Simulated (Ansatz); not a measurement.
Pressure series in Si3N4

The parent structure is Si3N4 (space group P6_3/m, No. 176; a = 7.6246 Å, c = 2.9105 Å).

Cell and atoms are relaxed at each pressure.

Calculations: PBEsol, PAW, 420 eV (Ansatz, an electronic-structure program; spin-orbit coupling left out).

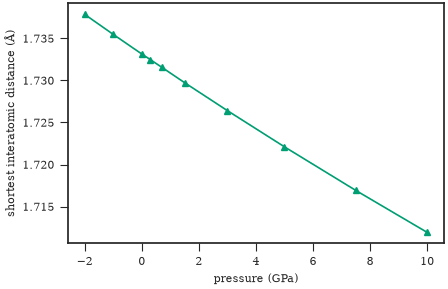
Shortest interatomic distance against pressure

```
pressure (GPa)  shortest interatomic distance
--------------  -----------------------------
-2                                    1.738 Å
-1                                    1.735 Å
0.3                                   1.732 Å
0.7                                   1.732 Å
1.5                                   1.730 Å
3                                     1.726 Å
5                                     1.722 Å
7.5                                   1.717 Å
10                                    1.712 Å
```

Load acts through the strain it causes; cell and atoms are relaxed under it. Stability against distortions was not tested. Competing high-pressure phases were not computed.
